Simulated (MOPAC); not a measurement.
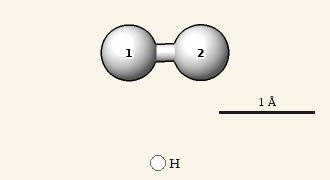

The structure as given in the input (ball-and-stick view, seen on its broad side; atoms are numbered from 1 in the order of the input). Bond lengths as drawn: H–H 0.76 Å.

# Geometry relaxation, with input and output: H$_{2}$

H$_{2}$, SMILES [H][H], computed with PM6, closed shell (MOPAC 23.2.5).

The atoms were displaced at random from an optimised geometry.

### Output
```
MOPAC v23.2.5
PM6 CALCULATION RESULTS

 *  PM6        - The PM6 Hamiltonian to be used
 *  THREADS=1  - MULTI-THREADING NOT USED
 *  CYCLES=    - DO A MAXIMUM OF 300 STEPS
 *  GNORM      - EXIT WHEN GRADIENT NORM DROPS BELOW 0.020
 *  AUX        - OUTPUT AUXILIARY INFORMATION
 *  GRADIENTS  - ALL GRADIENTS TO BE PRINTED
 *  DISP       - PRINT DISPERSION AND HYDROGEN BOND ENERGIES
 *  MULLIK     - THE MULLIKEN ANALYSIS TO BE PERFORMED
PM6 CYCLES=300 GRADIENTS MULLIK GNORM=0.02 DISP THREADS=1 AUX(PRECISION=6)
 H2 optimise
 [H][H]
   ATOM   CHEMICAL          X               Y               Z
  NUMBER   SYMBOL      (ANGSTROMS)     (ANGSTROMS)     (ANGSTROMS)

     1       H          0.32853900  *  -0.12270800  *   0.15104700  *
     2       H         -0.31804900  *   0.11766000  *  -0.16353900  *

          CARTESIAN COORDINATES

    NO.       ATOM           X           Y           Z

     1         H          0.3285     -0.1227      0.1510
     2         H         -0.3180      0.1177     -0.1635

           Empirical Formula: H2  =     2 atoms

      MOLECULAR POINT GROUP   :   D*h

      RHF CALCULATION, NO. OF DOUBLY OCCUPIED LEVELS = 1

          Geometry optimization using EF

          DIAGONAL MATRIX USED AS START HESSIAN
```

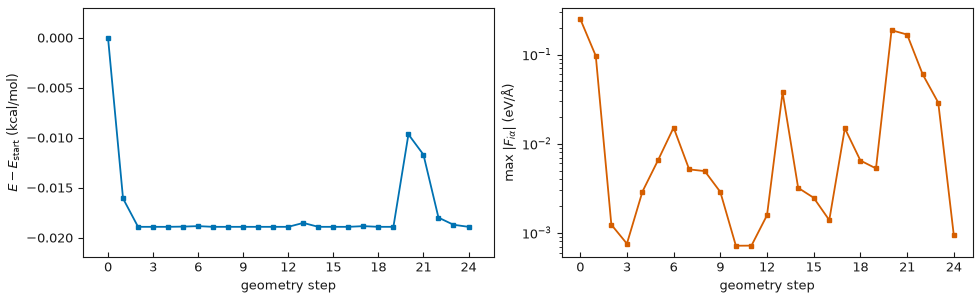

Progress of the relaxation, step by step (steps are counted from 0). After 24 geometry steps the energy has fallen by 0.02 kcal/mol. The largest force component goes from 0.25 to 0.00094 eV/Å. The atoms keep their places after the best rigid fit (all moves are under 0.005 Å). Distances before and after: H1–H2 0.758 → 0.764 Å. (Atoms are counted from 1 in the order of the input.)

```
 CYCLE:     1 TIME:   0.000 TIME LEFT:  2.00D  GRAD.:     9.627 HEAT: -25.71316
 CYCLE:     2 TIME:   0.000 TIME LEFT:  2.00D  GRAD.:     3.722 HEAT: -25.72922
 CYCLE:     3 TIME:   0.000 TIME LEFT:  2.00D  GRAD.:     0.053 HEAT: -25.73207
 CYCLE:     4 TIME:   0.000 TIME LEFT:  2.00D  GRAD.:     0.032 HEAT: -25.73207
 CYCLE:     5 TIME:   0.008 TIME LEFT:  2.00D  GRAD.:     0.100 HEAT: -25.73206
 CYCLE:     6 TIME:   0.000 TIME LEFT:  2.00D  GRAD.:     0.235 HEAT: -25.73205
 CYCLE:     7 TIME:   0.000 TIME LEFT:  2.00D  GRAD.:     0.562 HEAT: -25.73200
 CYCLE:     8 TIME:   0.000 TIME LEFT:  2.00D  GRAD.:     0.206 HEAT: -25.73206
 CYCLE:     9 TIME:   0.000 TIME LEFT:  2.00D  GRAD.:     0.197 HEAT: -25.73206
 CYCLE:    10 TIME:   0.000 TIME LEFT:  2.00D  GRAD.:     0.097 HEAT: -25.73206
 CYCLE:    11 TIME:   0.000 TIME LEFT:  2.00D  GRAD.:     0.028 HEAT: -25.73207
 CYCLE:    12 TIME:   0.000 TIME LEFT:  2.00D  GRAD.:     0.028 HEAT: -25.73207
 CYCLE:    13 TIME:   0.008 TIME LEFT:  2.00D  GRAD.:     0.053 HEAT: -25.73207
 CYCLE:    14 TIME:   0.000 TIME LEFT:  2.00D  GRAD.:     1.418 HEAT: -25.73167
 CYCLE:    15 TIME:   0.000 TIME LEFT:  2.00D  GRAD.:     0.109 HEAT: -25.73206
 CYCLE:    16 TIME:   0.000 TIME LEFT:  2.00D  GRAD.:     0.083 HEAT: -25.73206
 CYCLE:    17 TIME:   0.000 TIME LEFT:  2.00D  GRAD.:     0.047 HEAT: -25.73207
 CYCLE:    18 TIME:   0.000 TIME LEFT:  2.00D  GRAD.:     0.559 HEAT: -25.73201
 CYCLE:    19 TIME:   0.000 TIME LEFT:  2.00D  GRAD.:     0.252 HEAT: -25.73206
 CYCLE:    20 TIME:   0.008 TIME LEFT:  2.00D  GRAD.:     0.207 HEAT: -25.73206
 CYCLE:    21 TIME:   0.000 TIME LEFT:  2.00D  GRAD.:     6.660 HEAT: -25.72282
 CYCLE:    22 TIME:   0.000 TIME LEFT:  2.00D  GRAD.:     5.937 HEAT: -25.72484
 CYCLE:    23 TIME:   0.000 TIME LEFT:  2.00D  GRAD.:     2.114 HEAT: -25.73114
 CYCLE:    24 TIME:   0.000 TIME LEFT:  2.00D  GRAD.:     1.035 HEAT: -25.73185
 CYCLE:    25 TIME:   0.000 TIME LEFT:  2.00D  GRAD.:     0.035 HEAT: -25.73207

 HEAT OF FORMATION IS ESSENTIALLY STATIONARY

 -------------------------------------------------------------------------------
 PM6 CYCLES=300 GRADIENTS MULLIK GNORM=0.02 DISP THREADS=1 AUX(PRECISION=6)
 H2 optimise
 [H][H]

     GEOMETRY OPTIMISED USING EIGENVECTOR FOLLOWING (EF).
     SCF FIELD WAS ACHIEVED

                              PM6 CALCULATION

          FINAL HEAT OF FORMATION =        -25.73207 KCAL/MOL =    -107.66297 KJ/MOL

          TOTAL ENERGY            =       -648.65809 KCAL/MOL = ELECTRONIC ENERGY + CORE-CORE REPULSION
          ENERGY OF ATOMS         =        622.92603 KCAL/MOL
                              SUM =        -25.73207 KCAL/MOL
          DISPERSION ENERGY       =          0.00000 KCAL/MOL
                              SUM =        -25.73207 KCAL/MOL = FINAL HEAT OF FORMATION

          TOTAL ENERGY            =        -28.12848 EV
          ELECTRONIC ENERGY       =        -43.04323 EV
          CORE-CORE REPULSION     =         14.91475 EV
          COSMO AREA              =         27.35 SQUARE ANGSTROMS
          COSMO VOLUME            =         13.11 CUBIC ANGSTROMS

          GRADIENT NORM           =          0.03515          =       0.02485 PER ATOM
          IONIZATION POTENTIAL    =         15.042345 EV
          HOMO LUMO ENERGIES (EV) =        -15.042  6.997
          NO. OF FILLED LEVELS    =          1
          MOLECULAR WEIGHT        =          2.0158         POINT GROUP:  D*h

          MOLECULAR DIMENSIONS (Angstroms)

            Atom       Atom       Distance
            H     2    H     1     0.76374
            H     2    H     1     0.00000
            H     1    H     2     0.00000

          SCF CALCULATIONS        =         33

          WALL-CLOCK TIME         =      0.039 SECONDS
          COMPUTATION TIME        =      0.012 SECONDS

       FINAL  POINT  AND  DERIVATIVES

   PARAMETER     ATOM    TYPE            VALUE        GRADIENT
      1          1  H    CARTESIAN X     0.357508      0.003903  KCAL/ANGSTROM
      2          1  H    CARTESIAN Y    -0.109592     -0.021590  KCAL/ANGSTROM
      3          1  H    CARTESIAN Z     0.095098      0.011675  KCAL/ANGSTROM
      4          2  H    CARTESIAN X    -0.347018     -0.003903  KCAL/ANGSTROM
      5          2  H    CARTESIAN Y     0.104544      0.021590  KCAL/ANGSTROM
      6          2  H    CARTESIAN Z    -0.107590     -0.011675  KCAL/ANGSTROM

   ATOM   CHEMICAL          X               Y               Z
  NUMBER   SYMBOL      (ANGSTROMS)     (ANGSTROMS)     (ANGSTROMS)

     1       H          0.35750785  *  -0.10959165  *   0.09509783  *
     2       H         -0.34701785  *   0.10454365  *  -0.10758983  *

                             CARTESIAN COORDINATES

   1    H        0.357507848    -0.109591653     0.095097833
   2    H       -0.347017848     0.104543653    -0.107589833

           Empirical Formula: H2  =     2 atoms

      MOLECULAR POINT GROUP   :   D*h

                  EIGENVALUES
 -15.04235   6.99712

              NET ATOMIC CHARGES AND DIPOLE CONTRIBUTIONS

  ATOM NO.   TYPE          CHARGE      No. of ELECS.   s-Pop
    1          H          -0.000000        1.0000     1.00000
    2          H           0.000000        1.0000     1.00000
 DIPOLE           X         Y         Z       TOTAL
 POINT-CHG.    -0.000     0.000    -0.000     0.000
 HYBRID         0.000     0.000     0.000     0.000
 SUM           -0.000     0.000    -0.000     0.000

          ATOMIC ORBITAL ELECTRON POPULATIONS

     Atom    s
    1  H   1.00000
    2  H   1.00000

           MULLIKEN POPULATION ANALYSIS

        MULLIKEN POPULATIONS AND CHARGES

      NO.  ATOM   POPULATION      CHARGE
        1    H     1.000000     -0.000000
        2    H     1.000000      0.000000

 *                    *
 * JOB ENDED NORMALLY *
 *                    *

 TOTAL JOB TIME:             0.04 SECONDS

 == MOPAC DONE ==
```

### Trajectory as extended XYZ (Å, eV, eV/Å), 25 frames, from step=0 to step=24
```
2
Properties=species:S:1:pos:R:3:forces:R:3 step=0 energy=-1.11503
H     0.3285   -0.1227    0.1510    0.2522  -0.0927   0.1222
H    -0.3180    0.1177   -0.1635   -0.2522   0.0927  -0.1222
2
Properties=species:S:1:pos:R:3:forces:R:3 step=1 energy=-1.11573
H     0.3314   -0.1241    0.1534   -0.0968   0.0370  -0.0478
H    -0.3209    0.1191   -0.1659    0.0968  -0.0370   0.0478
2
Properties=species:S:1:pos:R:3:forces:R:3 step=2 energy=-1.11585
H     0.3306   -0.1237    0.1527   -0.0007   0.0012  -0.0008
H    -0.3202    0.1186   -0.1652    0.0007  -0.0012   0.0008
2
Properties=species:S:1:pos:R:3:forces:R:3 step=3 energy=-1.11585
H     0.3307   -0.1237    0.1527    0.0006   0.0008  -0.0002
H    -0.3202    0.1186   -0.1652   -0.0006  -0.0008   0.0002
2
Properties=species:S:1:pos:R:3:forces:R:3 step=4 energy=-1.11585
H     0.3307   -0.1235    0.1526    0.0029  -0.0001   0.0009
H    -0.3202    0.1185   -0.1651   -0.0029   0.0001  -0.0009
2
Properties=species:S:1:pos:R:3:forces:R:3 step=5 energy=-1.11585
H     0.3310   -0.1230    0.1523    0.0065  -0.0014   0.0027
H    -0.3205    0.1180   -0.1648   -0.0065   0.0014  -0.0027
2
Properties=species:S:1:pos:R:3:forces:R:3 step=6 energy=-1.11584
H     0.3323   -0.1208    0.1510    0.0152  -0.0045   0.0068
H    -0.3219    0.1157   -0.1634   -0.0152   0.0045  -0.0068
2
Properties=species:S:1:pos:R:3:forces:R:3 step=7 energy=-1.11585
H     0.3425   -0.1043    0.1414   -0.0052   0.0024  -0.0028
H    -0.3320    0.0992   -0.1539    0.0052  -0.0024   0.0028
2
Properties=species:S:1:pos:R:3:forces:R:3 step=8 energy=-1.11585
H     0.3425   -0.1043    0.1414   -0.0049   0.0023  -0.0027
H    -0.3320    0.0992   -0.1539    0.0049  -0.0023   0.0027
2
Properties=species:S:1:pos:R:3:forces:R:3 step=9 energy=-1.11585
H     0.3423   -0.1041    0.1415    0.0029  -0.0001   0.0008
H    -0.3318    0.0991   -0.1540   -0.0029   0.0001  -0.0008
2
Properties=species:S:1:pos:R:3:forces:R:3 step=10 energy=-1.11585
H     0.3424   -0.1042    0.1415    0.0003   0.0007  -0.0004
H    -0.3319    0.0991   -0.1540   -0.0003  -0.0007   0.0004
2
Properties=species:S:1:pos:R:3:forces:R:3 step=11 energy=-1.11585
H     0.3424   -0.1042    0.1415    0.0003   0.0007  -0.0004
H    -0.3319    0.0991   -0.1540   -0.0003  -0.0007   0.0004
2
Properties=species:S:1:pos:R:3:forces:R:3 step=12 energy=-1.11585
H     0.3421   -0.1035    0.1425    0.0016   0.0003   0.0002
H    -0.3316    0.0984   -0.1550   -0.0016  -0.0003  -0.0002
2
Properties=species:S:1:pos:R:3:forces:R:3 step=13 energy=-1.11583
H     0.3398   -0.0896    0.1568   -0.0377   0.0105  -0.0189
H    -0.3294    0.0846   -0.1693    0.0377  -0.0105   0.0189
2
Properties=species:S:1:pos:R:3:forces:R:3 step=14 energy=-1.11585
H     0.3408   -0.1027    0.1459    0.0032  -0.0002   0.0009
H    -0.3303    0.0976   -0.1584   -0.0032   0.0002  -0.0009
2
Properties=species:S:1:pos:R:3:forces:R:3 step=15 energy=-1.11585
H     0.3407   -0.1008    0.1474    0.0025   0.0000   0.0006
H    -0.3302    0.0958   -0.1599   -0.0025   0.0000  -0.0006
2
Properties=species:S:1:pos:R:3:forces:R:3 step=16 energy=-1.11585
H     0.3423   -0.1000    0.1444    0.0014   0.0004   0.0001
H    -0.3318    0.0949   -0.1569   -0.0014  -0.0004  -0.0001
2
Properties=species:S:1:pos:R:3:forces:R:3 step=17 energy=-1.11584
H     0.3456   -0.1036    0.1347   -0.0149   0.0052  -0.0067
H    -0.3351    0.0985   -0.1472    0.0149  -0.0052   0.0067
2
Properties=species:S:1:pos:R:3:forces:R:3 step=18 energy=-1.11585
H     0.3450   -0.1034    0.1361   -0.0065   0.0027  -0.0032
H    -0.3345    0.0983   -0.1486    0.0065  -0.0027   0.0032
2
Properties=species:S:1:pos:R:3:forces:R:3 step=19 energy=-1.11585
H     0.3469   -0.1038    0.1310   -0.0053   0.0024  -0.0026
H    -0.3364    0.0988   -0.1435    0.0053  -0.0024   0.0026
2
Properties=species:S:1:pos:R:3:forces:R:3 step=20 energy=-1.11545
H     0.3590   -0.1101    0.0967   -0.1879   0.0580  -0.0551
H    -0.3485    0.1050   -0.1092    0.1879  -0.0580   0.0551
2
Properties=species:S:1:pos:R:3:forces:R:3 step=21 energy=-1.11553
H     0.3555   -0.1089    0.0962    0.1681  -0.0501   0.0487
H    -0.3450    0.1039   -0.1087   -0.1681   0.0501  -0.0487
2
Properties=species:S:1:pos:R:3:forces:R:3 step=22 energy=-1.11581
H     0.3565   -0.1092    0.0965    0.0601  -0.0174   0.0171
H    -0.3461    0.1041   -0.1090   -0.0601   0.0174  -0.0171
2
Properties=species:S:1:pos:R:3:forces:R:3 step=23 energy=-1.11584
H     0.3577   -0.1096    0.0954   -0.0289   0.0097  -0.0088
H    -0.3472    0.1046   -0.1079    0.0289  -0.0097   0.0088
2
Properties=species:S:1:pos:R:3:forces:R:3 step=24 energy=-1.11585
H     0.3575   -0.1096    0.0951   -0.0002   0.0009  -0.0005
H    -0.3470    0.1045   -0.1076    0.0002  -0.0009   0.0005
```

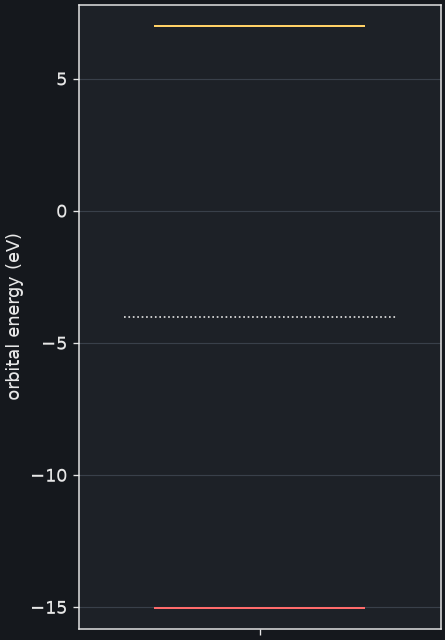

Orbital energies near the frontier; the dotted line parts filled from empty levels, and levels within 0.02 eV of each other stand side by side. Highest filled −15.04 eV, lowest empty 7.00 eV, 22.04 eV apart.

The run was set up as follows.

### Input file (input.mop)
```
PM6 CYCLES=300 GRADIENTS MULLIK GNORM=0.02 DISP THREADS=1 AUX(PRECISION=6)
H2 optimise
[H][H]
H      0.328539    -0.122708     0.151047
H     -0.318049     0.117660    -0.163539
```

Command:
```bash
mopac input.mop
```

### Summary

```csv
quantity,value
outcome,converged
total energy,−1.033703 hartree
dispersion energy,0.000000 hartree
heat of formation,−25.73 kcal/mol
basis functions,2
largest force,0.001 eV/Å
HOMO,−15.04 eV
LUMO,7.00 eV
dipole moment,0.00 D
hardware,"1 thread of AMD EPYC (Zen 5), 128 GiB of memory available, shared host"
peak memory,0.07 GiB
```

### Notes

Notes on the run: HEAT OF FORMATION IS ESSENTIALLY STATIONARY. MOPAC's energies along a path are heats of formation.
